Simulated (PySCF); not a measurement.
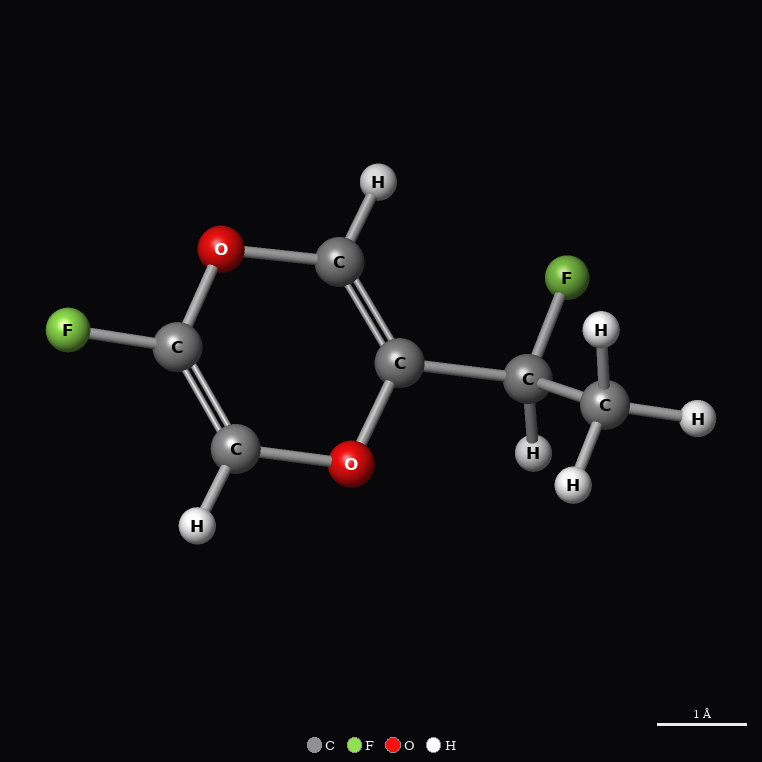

The picture shows a molecular structure as a ball-and-stick model.

The geometry was computed by an optimisation with PBE0-D3(BJ)/def2-SVP. No frequency run is at hand to confirm it as a minimum.

Describe the molecule.

It has 16 atoms: 6 carbon, 6 hydrogen, 2 fluorine and 2 oxygen (C₆H₆F₂O₂). SMILES: `C[C@H](F)C1=COC(F)=CO1`. Independent rings (smallest set): 1 of 6 members. Among its groups: ether, alkene, C–F bond. This geometry has C1 symmetry. Coordination: 2 C tetrahedral; 4 C trigonal planar; 2 O bent.

More results for the same structure follow; atom numbers are the same in all pictures, views and colours differ.

Levels of theory compared

No frequency run is at hand to confirm it as a minimum. Program: PySCF 2.14.0.

Compare dipole (D) at these levels: B3LYP/pcJ-1; CAM-B3LYP/pcSseg-1; PBE0/pcSseg-1; ωB97X-D/def2-SVPD.

| level | dipole (D) |
| --- | --- |
| B3LYP/pcJ-1 | 1.89 |
| CAM-B3LYP/pcSseg-1 | 1.94 |
| PBE0/pcSseg-1 | 1.91 |
| ωB97X-D/def2-SVPD | 2.02 |

Bond orders

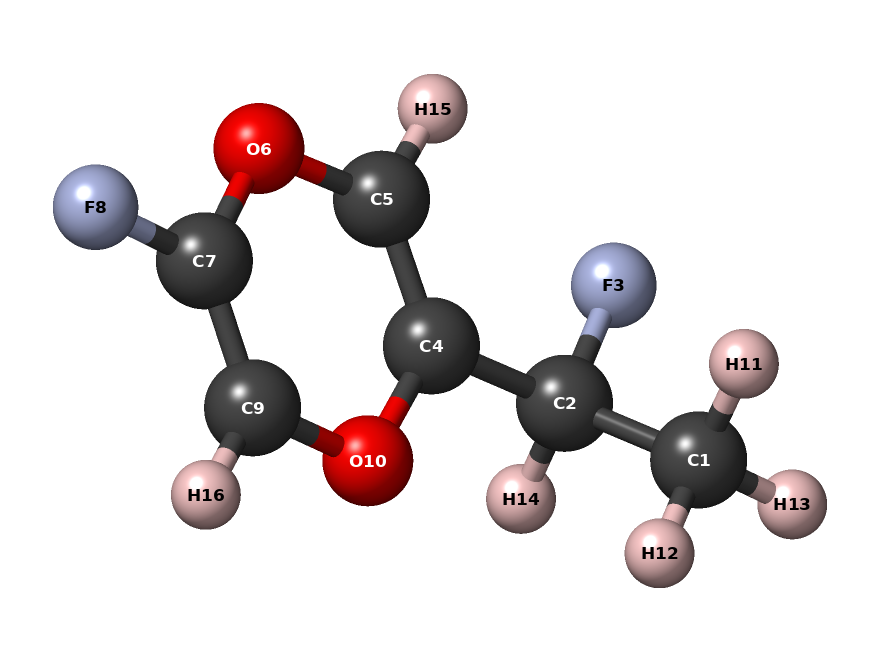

Every bond is drawn as one stick. No frequency run is at hand to confirm it as a minimum. Computed with PBE0/pcSseg-1 (PySCF 2.14.0).

List the Mayer bond orders of C1–C2, C2–F3, C2–C4, C4–C5, C4–O10, C5–O6, O6–C7, C7–F8, C7–C9, C9–O10 (bonds between heavy atoms, one of each equivalent set).

```tsv
bond	Mayer order	length (Å)
C1–C2	1.03	1.512
C2–F3	0.89	1.375
C2–C4	0.99	1.498
C4–C5	1.80	1.333
C4–O10	0.95	1.368
C5–O6	0.89	1.385
O6–C7	1.01	1.347
C7–F8	1.01	1.310
C7–C9	1.81	1.332
C9–O10	0.92	1.384
```

Spin–spin coupling

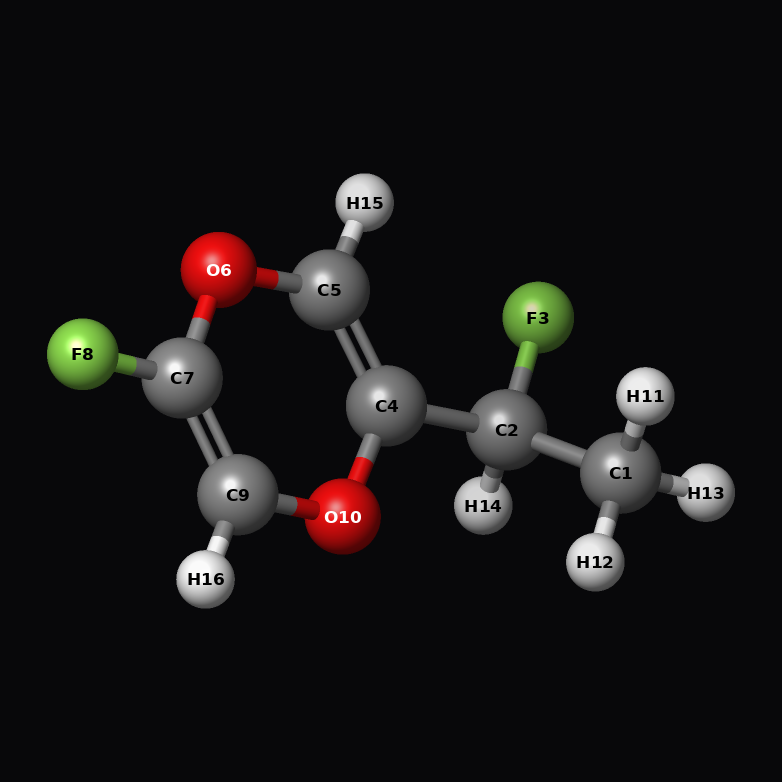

No frequency run is at hand to confirm it as a minimum. Level of theory: B3LYP/pcJ-1 indirect spin-spin coupling, non-relativistic, gas phase (PySCF 2.14.0). Isotopes: 13C, 19F, 1H, 17O.

Give the spin–spin coupling constants of these pairs, with the number of bonds between them: O6/F8, F8/C9, F3/H12, F3/C5, C5/F8, F8/O10.

```csv
pair,bonds apart,J (Hz)
"O6, F8",2,−44.8
"F8, C9",2,51.4
"F3, H12",3,56.5
"F3, C5",3,16.0
"C5, F8",3,8.1
"F8, O10",3,17.8
```

Density functionals are unreliable for couplings to fluorine, so those rows may be far off.

Quadrupole coupling

No frequency run is at hand to confirm it as a minimum. Electric field gradients from the ground-state density, PBE0/pcSseg-1 (PySCF 2.14.0), non-relativistic apart from any core potentials.

Give the largest field-gradient component, the quadrupole coupling constant and the asymmetry for 17O at O6 (Q = −25.6 mb), 17O at O10 (Q = −25.6 mb), 2H at H11 (Q = 2.86 mb), 2H at H12 (Q = 2.86 mb).

```
atom  V_zz (a.u.)  e²qQ/h (MHz)     η
  O6        1.835        −11.04  0.91
 O10        1.914        −11.51  0.91
 H11        0.290         0.195  0.03
 H12        0.290         0.195  0.03
```
